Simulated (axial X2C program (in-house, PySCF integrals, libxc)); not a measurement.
# A two-component session on SiF⁺: properties at the nuclei

Aim: properties at the nuclei of SiF⁺, with spin–orbit coupling in the Hamiltonian from the start.

The runs use an in-house X2C program for linear molecules on PySCF integrals; two-component X2C with atomic mean-field terms, Si dyall-av3z, F dyall-av3z.

All values are calculated.

## Step 1: Input

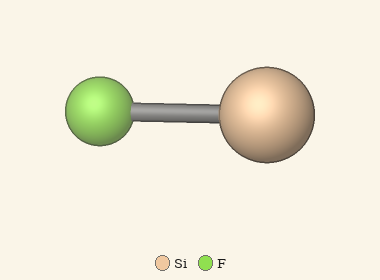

The two atoms at 1.800 Å (silicon light orange, fluorine green).

Input file task.json:

```json
{"zs": [14, 9], "q": 1, "bas": ["dyall-av3z", "dyall-av3z"], "r0": 1.8, "levels": ["PBE0", "HF", "B3LYP"], "nst": 1, "ff": 1, "thr": -3.5, "nmax": 130, "opt": {"ecut": 60}}
```

Keys: zs atomic numbers; q charge; bas basis sets; r0 starting distance in Å; levels methods (HF also brings MP2); nst determinants followed; ff finite-field run; thr threshold in hartree for freezing inner shells (an s shell follows its p shell); nmax most natural virtual spinors; ecut virtual cutoff in hartree.

The run is started by

```console
$ python soeom.py task.json out
```

Nuclei are Gaussian, cores are contracted, and the Gaunt term is on.

## Step 2: Expectation values, lowest determinant

R = 1.548 Å. State: Ω = 0 (closed shell).

Output of the PBE0 run:

```text
two-component X2C + atomic mean field  PBE0
basis functions 116  fitting functions 616  grid points 4351
iter        total energy     max residual
   1       -389.535006812     1.63e-06
   2       -389.535006812     5.08e-07
converged
one-electron -619.74686736  Coulomb 218.12776320  exact exchange -7.55315422  xc functional -23.39151937  nuclear repulsion 43.07256368  atomic mean-field constant -0.04379274
```

The highest occupied spinor is 51% Si s, 21% Si p, 20% F p.

| level | qzz Si (a.u.) | qzz F (a.u.) |
| --- | --- | --- |
| PBE0 | -1.84 | 0.36 |
| HF | -1.99 | 0.50 |
| B3LYP | -1.85 | 0.32 |

qzz is the electric field gradient, eQq0 = 234.96 MHz × Q/barn × qzz. The operators were transformed with the bare-nucleus X2C matrices.

## Step 3: Finite-field coupled cluster

Output:

```text
two-component X2C + atomic mean field  HF
basis functions 116  fitting functions 616  grid points 4351
iter        total energy     max residual
   1       -388.802950103     7.28e-02
   2       -388.817192872     5.52e-03
   3       -388.817735684     3.57e-03
   4       -388.817873319     9.98e-04
   5       -388.817894394     2.25e-04
   6       -388.817896303     3.82e-05
   7       -388.817896369     9.77e-06
   8       -388.817896374     1.40e-06
   9       -388.817896374     1.51e-07
converged
one-electron -619.70108097  Coulomb 218.13960420  exact exchange -30.28519054  xc functional 0.00000000  nuclear repulsion 43.07256368  atomic mean-field constant -0.04379274
correlated 10  virtual 200  natural virtual 114  E(MP2) -0.335299724  MP2 remainder -0.002712481
iter   CCSD correlation   residual
   1     -0.329799182   1.31e-01
   2     -0.339152477   5.84e-02
   3     -0.342204819   2.48e-02
   4     -0.341992770   5.56e-03
   5     -0.341992437   1.63e-03
   6     -0.342004663   5.42e-04
   7     -0.342002085   2.07e-04
   8     -0.342003501   6.04e-05
   9     -0.342004284   2.10e-05
  10     -0.342004102   6.77e-06
  11     -0.342004132   1.70e-06
  12     -0.342004078   4.87e-07
  13     -0.342004071   1.75e-07
(T) -0.011652980  T1 0.0236  D1 0.0341  max T2 0.116
```

T1 in the output is the amplitude norm over the root of the electron number; divide by √2 for the Lee–Taylor value.

10 electrons correlated in 114 natural virtual spinors, MP2 remainder added; T1 = 0.017.

| level | qzz Si (a.u.) | qzz F (a.u.) |
| --- | --- | --- |
| HF | -1.99 | 0.50 |
| MP2 | -1.79 | 0.26 |
| CCSD | -1.77 | 0.36 |
| CCSD(T) | -1.73 | 0.32 |

## Step 4: Outcome

| quantity | value |
| --- | --- |
| lowest determinant | Ω = 0 (closed shell) |
| qzz Si (a.u.), PBE0 | -1.84 |
| qzz F (a.u.), PBE0 | 0.36 |
| qzz Si (a.u.), CCSD(T) | -1.73 |
| qzz F (a.u.), CCSD(T) | 0.32 |

The expectation values come from single determinants, which for open shells can mix terms of unlike spin or miss the lowest Ω, so a determinant need not be a state. qzz is the electric field gradient, eQq0 = 234.96 MHz × Q/barn × qzz. The operators were transformed with the bare-nucleus X2C matrices. Correlation of the inner shells is missing, which matters for properties at the nucleus.
